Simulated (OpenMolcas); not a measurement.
# Run report: CF2O, single-point calculation (part 2 of 2)

CF2O, SMILES O=C(F)F; CASSCF/STO-3G (OpenMolcas 26.06). The geometry comes from this level: PBE0-D4/def2-TZVP.

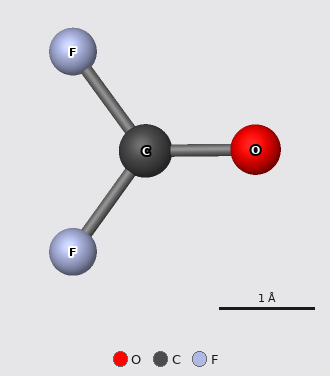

*The structure as given in the input (ball-and-stick view, seen on its broad side).*

Output, continued
```
     1 O1     1s        -0.0000    0.0000    0.9942   -0.0000   -0.0459    0.0000    0.2141   -0.0743   -0.0001   -0.1091
     2 O1     2s        -0.0000    0.0000    0.0271   -0.0055    0.1519   -0.0000   -0.7339    0.3265    0.0003    0.5675
     3 O1     2px        0.0000   -0.0002    0.0064   -0.0009    0.0586   -0.0046   -0.1833   -0.1774    0.0003   -0.4864
     4 O1     2py        0.0000    0.0010    0.0008   -0.0001    0.0074    0.0237   -0.0232   -0.0225   -0.0033   -0.0616
     5 O1     2pz       -0.0000   -0.0006   -0.0008    0.0001   -0.0073   -0.0132    0.0227    0.0220    0.0019    0.0603
     6 C2     1s         0.0008   -0.0000    0.0005    0.9930   -0.1116    0.0000    0.0928    0.1554    0.0000    0.0510
     7 C2     2s        -0.0062    0.0001   -0.0082    0.0292    0.2575   -0.0000   -0.1891   -0.5302   -0.0001   -0.1610
     8 C2     2px       -0.0041    0.0010    0.0070   -0.0009    0.0631   -0.0265    0.2246   -0.1955    0.0758    0.3646
     9 C2     2py       -0.0006   -0.0046    0.0009   -0.0001    0.0080    0.1354    0.0284   -0.0248   -0.3862    0.0464
    10 C2     2pz        0.0005    0.0026   -0.0009    0.0001   -0.0078   -0.0754   -0.0278    0.0242    0.2150   -0.0453
    11 F3     1s         0.6941   -0.7125   -0.0000    0.0004   -0.1581    0.1776   -0.0532   -0.0784    0.0513    0.0129
    12 F3     2s         0.0163   -0.0161    0.0002   -0.0044    0.5811   -0.6696    0.2046    0.3838   -0.2651   -0.0715
    13 F3     2px       -0.0016    0.0017   -0.0004    0.0012   -0.0584    0.0496    0.0163    0.2259   -0.5207    0.1933
    14 F3     2py        0.0017   -0.0012   -0.0002   -0.0009    0.0585   -0.0339    0.0082   -0.3030    0.1254    0.2913
    15 F3     2pz       -0.0009    0.0006    0.0002    0.0004   -0.0301    0.0166   -0.0055    0.1600   -0.0440   -0.1752
    16 F4     1s         0.7124    0.6941   -0.0000    0.0004   -0.1581   -0.1776   -0.0532   -0.0784   -0.0513    0.0130
    17 F4     2s         0.0167    0.0156    0.0002   -0.0044    0.5811    0.6695    0.2046    0.3838    0.2650   -0.0718
    18 F4     2px       -0.0009   -0.0011   -0.0005    0.0008   -0.0332   -0.0342    0.0187    0.0993    0.4480    0.2946
    19 F4     2py       -0.0020   -0.0015    0.0001    0.0011   -0.0701   -0.0445   -0.0038    0.3442    0.2478   -0.2297
    20 F4     2pz        0.0012    0.0009   -0.0001   -0.0007    0.0415    0.0270    0.0012   -0.2003   -0.1638    0.1149

      Orbital                11        12        13        14        15        16        17        18
      Energy            -0.6337   -0.5223   -0.5136   -0.4983   -0.4549   -0.4676    0.2760    0.6814
      Occ. No.           2.0000    2.0000    2.0000    2.0000    1.9184    1.9855    0.0821    0.0141

     1 O1     1s        -0.0000   -0.0000    0.0368    0.0000    0.0000   -0.0000    0.0000    0.0000
     2 O1     2s         0.0000    0.0000   -0.1974   -0.0000   -0.0000   -0.0000   -0.0000   -0.0000
     3 O1     2px       -0.0004   -0.0000    0.4524   -0.0004   -0.0328    0.1571    0.0329   -0.0758
     4 O1     2py       -0.0049   -0.0000    0.0573    0.0019   -0.3576   -0.8027    0.3589    0.3872
     5 O1     2pz       -0.0086   -0.0000   -0.0560   -0.0011   -0.6308    0.4469    0.6330   -0.2156
     6 C2     1s         0.0000   -0.0000   -0.0138   -0.0000   -0.0000   -0.0000   -0.0000   -0.0000
     7 C2     2s        -0.0000    0.0000    0.0014    0.0000    0.0000    0.0000    0.0000    0.0001
     8 C2     2px        0.0155   -0.0000   -0.1697    0.0180   -0.0231    0.0306   -0.0384    0.1887
     9 C2     2py        0.1689   -0.0000   -0.0215   -0.0922   -0.2515   -0.1565   -0.4184   -0.9648
    10 C2     2pz        0.2979   -0.0000    0.0210    0.0513   -0.4436    0.0872   -0.7381    0.5372
    11 F3     1s         0.0000    0.0000   -0.0095    0.0101    0.0000    0.0209    0.0000    0.0585
    12 F3     2s        -0.0000   -0.0000    0.0544   -0.0550   -0.0000   -0.1088   -0.0000   -0.3849
    13 F3     2px        0.0280   -0.0320    0.5468    0.2452    0.0107    0.1683    0.0129    0.4592
    14 F3     2py        0.3045   -0.3491    0.2145    0.5735    0.1163   -0.0791    0.1400   -0.2314
    15 F3     2pz        0.5371   -0.6157   -0.1500   -0.3379    0.2052    0.0361    0.2470    0.1073
    16 F4     1s         0.0000   -0.0000   -0.0095   -0.0101    0.0000   -0.0209    0.0000   -0.0585
    17 F4     2s        -0.0000    0.0000    0.0544    0.0550   -0.0000    0.1088   -0.0000    0.3849
    18 F4     2px        0.0280    0.0320    0.6023   -0.4523    0.0107   -0.1300    0.0129   -0.3486
    19 F4     2py        0.3045    0.3491   -0.0690    0.4852    0.1163   -0.1169    0.1400   -0.3337
    20 F4     2pz        0.5371    0.6157    0.0078   -0.2515    0.2052    0.0730    0.2470    0.2074
--

      Von Neumann Entropy (Root   1) =  0.30750

      Mulliken population analysis for root number:  1
      -----------------------------------------------

++    Molecular charges:
      ------------------

      Mulliken charges per centre and basis function type
      ---------------------------------------------------

                O1      C2      F3      F4
      1s       1.9979  1.9940  1.9989  1.9989
      2s       1.8594  0.9702  1.9373  1.9373
      2px      1.3570  0.7752  1.6374  1.8301
      2pz      1.3398  0.9424  1.8567  1.7887
      2py      1.6425  0.8392  1.7109  1.5861
      Total    8.1966  5.5211  9.1412  9.1412

      N-E     -0.1966  0.4789 -0.1412 -0.1412

      Total electronic charge=   32.000000

      Total            charge=   -0.000000
--

      Expectation values of various properties for root number:  1
      -----------------------------------------------------------

++    Molecular properties:
      ---------------------

      Charge (e):
                      =   -0.0000
      Dipole Moment (debye):
      Origin of the operator (angstrom)=    0.0663    0.0084   -0.0082
                   X=  4.0868E-01               Y=  5.1782E-02               Z= -5.0628E-02           Total=  4.1504E-01
      Quadrupole Moment (debye*angstrom):
      Origin of the operator (angstrom)=    0.0663    0.0084   -0.0082
                  XX= -2.0193E+01              XY= -1.1038E-01              XZ=  2.6714E-01              YY= -1.8257E+01
                  YZ=  1.1366E+00              ZZ= -1.6921E+01
      In traceless form (debye*angstrom)
                  XX= -2.6040E+00              XY= -1.6556E-01              XZ=  4.0071E-01              YY=  2.9971E-01
                  YZ=  1.7049E+00              ZZ=  2.3042E+00
--

      Average orbitals are written to the RASORB file
      Natural orbitals for root   1 are written to the RASORB.1 file
      Spin density orbitals for root   1 are written to the SPDORB.1 file

--- Stop Module: rasscf /rc=_RC_ALL_IS_WELL_ ---

--- Start Module: casvb ---

                                               &CASVB

                       available to each process: 1.9 GB of memory, 1 thread

 CASVB started on  at 08:34:42

 ------- Recover RASSCF-related information --------------------------------------

 Using JOBIPH interface file.

      **************************************************************************************************************************
      *                                                        Project:                                                        *
      *                                                    (No title given)                                                    *
      **************************************************************************************************************************

      Header of the ONEINT file:
      --------------------------

      OrdInt status: non-squared

      Cartesian coordinates in angstrom:
      -----------------------------------------------------
      No.  Label        X            Y            Z
      -----------------------------------------------------
       1   O1        -1.24266000  -0.15740000   0.15391000
       2   C2        -0.09183000  -0.01163000   0.01137000
       3   F3         0.84549000  -0.82667000   0.42467000
       4   F4         0.48899000   0.99570000  -0.58996000
      -----------------------------------------------------
      Nuclear repulsion energy =  120.13642291

++    Wave function specifications:
      -----------------------------

      Number of closed shell electrons          28
      Number of electrons in active shells       4
      Max number of holes in RAS1 space          0
      Max nr of electrons in RAS3 space          0
      Number of inactive orbitals               14
      Number of active orbitals                  4
      Number of secondary orbitals               2
      Spin quantum number                      0.0
      State symmetry                             1
--

++    Orbital specifications:
      -----------------------

      Symmetry species                           1
                                                 a
      Frozen orbitals                            0
      Inactive orbitals                         14
      Active orbitals                            4
      RAS1 orbitals                              0
      RAS2 orbitals                              4
      RAS3 orbitals                              0
      Secondary orbitals                         2
      Deleted orbitals                           0
      Number of basis functions                 20
--

++    CI expansion specifications:
      ----------------------------

      Number of CSFs                            20
      Number of determinants                    36
      Number of root(s) required                 1
      CI root used                               1

      highest root included in the CI            1
      max. size of the explicit Hamiltonian     20
--

++    Optimization specifications:
      ----------------------------

      RASSCF algorithm: Conventional
      Maximum number of macro iterations       200
      Maximum number of SX iterations          100
      Threshold for RASSCF energy            1.000E-08
      Threshold for max MO rotation          1.000E-01
      Threshold for max BLB element          1.000E-04
      Level shift parameter                  5.000E-01
      Make Quasi-Newton update
--

      The MO-coefficients are taken from the file:
      JOBOLD
      Title:(No title given)

      Total molecular charge    0.00
 Nr of preliminary CI iterations:   0
 ------- RASSCF-related information recovered ------------------------------------

 Number of active electrons :   4
 Number of active orbitals  :   4
 Total spin                 : 0.0
 State symmetry             :   1

 Symmetries of active MOs   :   1  1  1  1

 Spatial VB configurations
 -------------------------
     Conf. =>   Orbitals
       1   =>    1  2  3  4

 Number of VB configurations :     1
           VB structures     :     2
           VB determinants   :     6

 -- Starting optimization - step  1 --------

 Overlap-based optimization (Svb).

 Optimization algorithm:            dFletch
 Maximum number of iterations:           50
 Spin basis:                         Kotani

   4 orthogonalization pairs defined :
   1:  1 - 3   2:  1 - 4   3:  2 - 3
   4:  2 - 4

 -------------------------------------------

 Generate Kotani spin functions.

 Restoring CI vector from file JOBOLD.
 CASSCF energy : -307.3541570261

 Rejecting step.
 Optimization entering local region.
 Converged ... maximum update to coefficient:  1.92411756E-06
 Final Svb :    0.9941722096
 Number of iterations used:  12

 -- Starting optimization - step  2 --------

 Overlap-based optimization (Svb).

 Optimization algorithm:            dFletch
 Maximum number of iterations:           50
 Spin basis:                         Kotani

 All structures will be frozen.

 -------------------------------------------
 Converged ... maximum update to coefficient:  1.10806260E-08
 Final Svb :    0.9941722096
 Number of iterations used:   1

 -- Starting optimization - step  3 --------

 Overlap-based optimization (Svb).

 Optimization algorithm:            dFletch
 Maximum number of iterations:           50
 Spin basis:                         Kotani

 -------------------------------------------
 Converged ... maximum update to coefficient:  1.10806260E-08
 Final Svb :    0.9941722096
 Number of iterations used:   1

 -- Wavefunction summary - step  4 ---------

 Restoring CI vector from file JOBOLD.

 Orbital coefficients :
 ----------------------
           1           2           3           4
   1  0.00000000  0.00000000 -0.91787672 -0.91544433
   2  0.98352848  0.98397104  0.00000000  0.00000000
   3  0.00000000 -0.00000000  0.39686563 -0.40244463
   4  0.18075325 -0.17832832 -0.00000000  0.00000000

 Overlap between orbitals :
 --------------------------
           1           2           3           4
   1  1.00000000  0.93553012  0.00000000  0.00000000
   2  0.93553012  1.00000000  0.00000000  0.00000000
   3  0.00000000  0.00000000  1.00000000  0.68054859
   4  0.00000000  0.00000000  0.68054859  1.00000000

 Structure coefficients :
 ------------------------
      0.10213422  0.99477063

 Saving VB wavefunction to file VBWFN.

 Saving VB CI vector to file JOBIPH.

 Svb :          0.9941722096
 Evb :       -307.3392960238

 Chirgwin-Coulson weights of structures :
 ----------------------------------------
 VB spin+space (norm   1.00000000) :
      0.00025731  0.99974269
 VB spin only  (norm   0.36821639) :
      0.01043140  0.98956860

 One-electron density :
 ----------------------
           1           2           3           4
   1  1.92999700  0.00000000  0.00566022 -0.00000000
   2  0.00000000  1.99752376 -0.00000000  0.00245888
   3  0.00566022 -0.00000000  0.07000300 -0.00000000
   4 -0.00000000  0.00245888 -0.00000000  0.00247624

 Natural orbitals :
 ------------------
           1           2           3           4
   1  0.00000000 -0.99999537 -0.00304310  0.00000000
   2  0.99999924  0.00000000  0.00000000 -0.00123249
   3 -0.00000000 -0.00304310  0.99999537  0.00000001
   4  0.00123249  0.00000000 -0.00000001  0.99999924

 Occupation numbers :
 --------------------
           1           2           3           4
   1  1.99752679  1.93001423  0.06998577  0.00247321

 Total number of structure transformations :              51
 Total number of Hamiltonian applications :                2
 Total number of 2-electron density evaluations :         28
 Total number of Hessian applications :                  106
 Total number of pure orbital Hessian applications :      94
 Total number of pure CI Hessian applications :           12
 CASVB completed on  at 08:34:42 after     0.030 CPU seconds
--- Stop Module: casvb /rc=_RC_ALL_IS_WELL_ ---

.##################.
.# Happy landing! #.
.##################.

    Timing: Wall=1.36 User=1.03 System=0.31
```

The run was set up as follows.

The input
```
* CF2O CASSCF
>>> EXPORT MOLCAS_PRINT=2

&GATEWAY
  COORD=mol.xyz
  BASIS=STO-3G
  GROUP=NoSym

&SEWARD

&RASSCF
  FILEORB=$CurrDir/step2.RasOrb
  SPIN=1
  NACTEL=4 0 0
  INACTIVE=14
  RAS2=4
  ORBLISTING=NoCore

&CASVB
```

File mol.xyz
```
4

O     -1.242660    -0.157400     0.153910
C     -0.091830    -0.011630     0.011370
F      0.845490    -0.826670     0.424670
F      0.488990     0.995700    -0.589960
```

Run as:
```bash
export MOLCAS_MEM=1860
pymolcas step9.inp > step9.log
```

Results in brief

| quantity | value |
| --- | --- |
| outcome | converged |
| total energy | −307.354157 hartree |
| CASSCF energy | −307.354157 hartree |
| basis functions | 20 |
| hardware | 1 thread of Arm Neoverse V2, 24 GiB of memory available, shared host |
| wall time | 1.6 s |
| peak memory | 0.37 GiB |
